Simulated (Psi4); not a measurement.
**BaS (SMILES [S][Ba]): wB97X-V/def2-TZVP (core potential)**

Aim: the vertical ionisation energy of BaS at wB97X-V/def2-TZVP (core potential), from 2 runs. 

Program for the calculation: Psi4 1.11.

1 further run of the same task is left out (set aside as unsound or not needed).

**1. The structure to begin with**

BaS: 2 atoms, total charge 0, spin state singlet. SMILES: `[S][Ba]`. The bond length is the measured one.

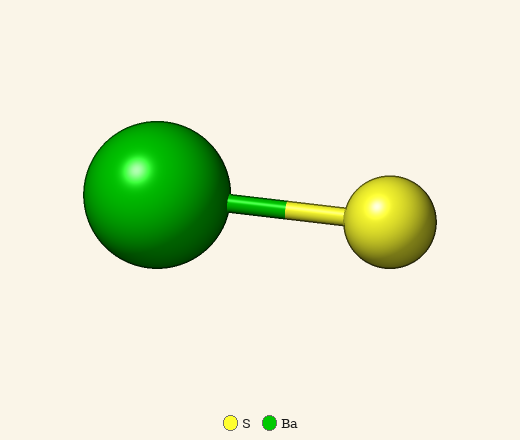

Viewed from a chosen angle; sulfur yellow, barium green.

**2. The energy at wB97X-V/def2-TZVP (core potential)**

Contents of input.json:

```json
{
  "schema_name": "qcschema_input",
  "schema_version": 1,
  "molecule": {
    "schema_name": "qcschema_molecule",
    "schema_version": 2,
    "symbols": ["S", "Ba"],
    "geometry": [0.0, 0.0, 0.0, 0.0, 0.0, 4.73829928],
    "molecular_charge": 0,
    "molecular_multiplicity": 1,
    "fix_symmetry": "c1",
    "fix_com": true,
    "fix_orientation": true
  },
  "driver": "energy",
  "model": {
    "method": "wb97x-v",
    "basis": "def2-TZVP"
  },
  "keywords": {
    "reference": "rks",
    "puream": true,
    "e_convergence": 1e-09,
    "d_convergence": 1e-08,
    "scf_type": "pk",
    "dft_radial_points": 99,
    "dft_spherical_points": 590
  }
}
```

Launch:

```console
$ psi4 --qcschema input.json -n 1 --memory 1600MB
```

stdout:

```text
[...]
                   'protocols': {'error_correction': {'default_policy': True, 'policies': None},
                                 'native_files': 'none',
[...]
    !!!  WARNING: ECP capability is in beta. Please check occupations closely.  !!!
[...]
  Running in c1 symmetry.
[...]
  Nuclear repulsion =   33.767390058147619
[...]
  Multiplicity = 1
[...]
  Nalpha       = 13
  Nbeta        = 13
[...]
    Number of basis functions: 77
[...]
   @RKS iter   1:  -423.36051511085748   -8.45925e-02   8.78290e-03 DIIS/ADIIS
[...]
   @RKS iter  13:  -423.64046626199610   -1.50067e-11   7.58759e-09 DIIS
[...]
    Orbital Energies [Eh]
    ---------------------
    Doubly Occupied:
       1A    -88.703057     2A     -7.882667     3A     -5.834839
       4A     -5.834839     5A     -5.833626     6A     -1.423164
       7A     -0.830800     8A     -0.812770     9A     -0.812770
      10A     -0.620720    11A     -0.245595    12A     -0.245595
      13A     -0.240641
[...]
  @RKS Final Energy:  -423.64046626199610
   => Energetics <=
    Nuclear Repulsion Energy =             33.7673900581476190
    One-Electron Energy =                -661.8308785006623793
    Two-Electron Energy =                 225.7573925917979807
    DFT Exchange-Correlation Energy =     -21.4383534370568967
    Empirical Dispersion Energy =           0.0000000000000000
    VV10 Nonlocal Energy =                  0.1039830257775780
    Total Energy =                       -423.6404662619961528
[...]
 Multipole Moments:
 ------------------------------------------------------------------------------------
     Multipole            Electronic (a.u.)      Nuclear  (a.u.)        Total (a.u.)
 ------------------------------------------------------------------------------------
 L = 1.  Multiply by 2.5417464519 to convert [e a0] to [Debye]
 Dipole X            :         -0.0000004            0.0000000           -0.0000004
 Dipole Y            :         -0.0000003            0.0000000           -0.0000003
 Dipole Z            :        -42.6773338           47.3829928            4.7056590
 Magnitude           :                                                    4.7056590
[...]
```

The result, in JSON:

```text
{
 "driver": "energy",
 "model": {
  "method": "wb97x-v",
  "basis": "def2-TZVP"
 },
 "success": true,
 "return_result": -423.6404662619961,
 "properties": {
  "calcinfo_nbasis": 77,
  "calcinfo_nmo": 77,
  "calcinfo_nalpha": 13,
  "calcinfo_nbeta": 13,
  "calcinfo_natom": 2,
  "nuclear_repulsion_energy": 33.76739005814762,
  "return_energy": -423.6404662619961,
  "scf_one_electron_energy": -661.8308785006624,
  "scf_two_electron_energy": 225.75739259179798,
  "scf_vv10_energy": 0.10398302577757804,
  "scf_xc_energy": -21.438353437056897,
  "scf_dipole_moment": [-4.3321627081835573e-07, -2.953541688247224e-07, 4.705659021141628],
  "scf_total_energy": -423.6404662619961,
  "scf_iterations": 13
 }
}
```

It took 28 s on 1 thread of Intel Xeon Platinum 8488C (Sapphire Rapids), shared host; peak memory 0.53 GiB.

**3. The doublet cation**

Contents of bas.json:

```json
{
 "schema_name": "qcschema_input",
 "schema_version": 1,
 "molecule": {
  "schema_name": "qcschema_molecule",
  "schema_version": 2,
  "symbols": ["S", "Ba"],
  "geometry": [0.0, 0.0, 0.0, 0.0, 0.0, 4.73829928],
  "molecular_charge": 1,
  "molecular_multiplicity": 2,
  "fix_symmetry": "c1",
  "fix_com": true,
  "fix_orientation": true
 },
 "driver": "energy",
 "model": {
  "method": "wb97x-v",
  "basis": "def2-TZVP"
 },
 "keywords": {
  "reference": "uks",
  "puream": true,
  "e_convergence": 1e-09,
  "d_convergence": 1e-08,
  "scf_type": "pk",
  "dft_radial_points": 99,
  "dft_spherical_points": 590,
  "maxiter": 200
 }
}
```

Launch:

```console
$ psi4 --qcschema bas.json -n 1 --memory 1600MB
```

stdout:

```text
[...]
                   'protocols': {'error_correction': {'default_policy': True, 'policies': None},
                                 'native_files': 'none',
[...]
    !!!  WARNING: ECP capability is in beta. Please check occupations closely.  !!!
[...]
  Running in c1 symmetry.
[...]
  Nuclear repulsion =   33.767390058147619
[...]
  Multiplicity = 2
[...]
  Nalpha       = 13
  Nbeta        = 12
[...]
    Number of basis functions: 77
[...]
   @UKS iter   1:  -423.29680288464141   -2.08803e-02   5.86508e-03 ADIIS/DIIS
[...]
   @UKS iter  11:  -423.40768363394443   -1.88720e-11   8.01465e-09 DIIS
[...]
   @S^2 Observed:                7.543869555E-01
[...]
    Orbital Energies [Eh]
    ---------------------
    Alpha Occupied:
       1A    -88.989147     2A     -8.167895     3A     -6.131774
       4A     -6.115736     5A     -6.115736     6A     -1.664084
       7A     -1.086906     8A     -1.044535     9A     -1.044535
      10A     -0.902184    11A     -0.541165    12A     -0.504300
      13A     -0.504300
    Alpha Virtual:
      14A     -0.166848    15A     -0.125736    16A     -0.125736
      17A     -0.119428    18A     -0.119428    19A     -0.115913
      20A     -0.076408    21A     -0.076408    22A     -0.045358
      23A     -0.033900    24A     -0.019587    25A     -0.019587
[...]
  @UKS Final Energy:  -423.40768363394443
   => Energetics <=
    Nuclear Repulsion Energy =             33.7673900581476190
    One-Electron Energy =                -655.1131810132485498
    Two-Electron Energy =                 219.1573231122214906
    DFT Exchange-Correlation Energy =     -21.3208206042440906
    Empirical Dispersion Energy =           0.0000000000000000
    VV10 Nonlocal Energy =                  0.1016048131791358
    Total Energy =                       -423.4076836339444299
[...]
 Multipole Moments:
 ------------------------------------------------------------------------------------
     Multipole            Electronic (a.u.)      Nuclear  (a.u.)        Total (a.u.)
 ------------------------------------------------------------------------------------
 L = 1.  Multiply by 2.5417464519 to convert [e a0] to [Debye]
 Dipole X            :          0.0000084            0.0000000            0.0000084
 Dipole Y            :          0.0000057            0.0000000            0.0000057
 Dipole Z            :        -40.7112653           47.3829928            6.6717275
 Magnitude           :                                                    6.6717275
[...]
```

The result, in JSON:

```text
{
 "driver": "energy",
 "model": {
  "method": "wb97x-v",
  "basis": "def2-TZVP"
 },
 "success": true,
 "return_result": -423.40768363394443,
 "properties": {
  "calcinfo_nbasis": 77,
  "calcinfo_nmo": 77,
  "calcinfo_nalpha": 13,
  "calcinfo_nbeta": 12,
  "calcinfo_natom": 2,
  "nuclear_repulsion_energy": 33.76739005814762,
  "return_energy": -423.40768363394443,
  "scf_one_electron_energy": -655.1131810132485,
  "scf_two_electron_energy": 219.1573231122215,
  "scf_vv10_energy": 0.10160481317913578,
  "scf_xc_energy": -21.32082060424409,
  "scf_dipole_moment": [8.377433716823562e-06, 5.7037017937237915e-06, 6.671727539678173],
  "scf_total_energy": -423.40768363394443,
  "scf_iterations": 11
 }
}
```

Wall time 22 s (1 thread of Intel Xeon Platinum 8488C (Sapphire Rapids), shared host); peak memory 0.53 GiB.

**4. Results**

At wB97X-V/def2-TZVP (core potential):

| quantity | value |
| --- | --- |
| singlet BaS: total energy | -423.64047 Eh |
| singlet BaS: dipole moment | 11.96 D |
| singlet BaS: HOMO energy | -6.55 eV |
| singlet BaS: LUMO energy | -0.51 eV |
| singlet BaS: HOMO–LUMO gap | 6.04 eV |
| doublet cation: total energy | -423.40768 Eh |
| doublet cation: HOMO energy (highest over α and β) | -13.37 eV |
| doublet cation: LUMO energy (lowest over α and β) | -6.26 eV |
| doublet cation: ⟨S²⟩ | 0.754 |
| vertical ionisation energy (to the doublet cation) | 6.334 eV |

What this shows: The vertical ionisation energy comes to 6.33 eV (611 kJ/mol). The negative HOMO energy of the first species, 6.55 eV, lies 0.21 eV above that difference.
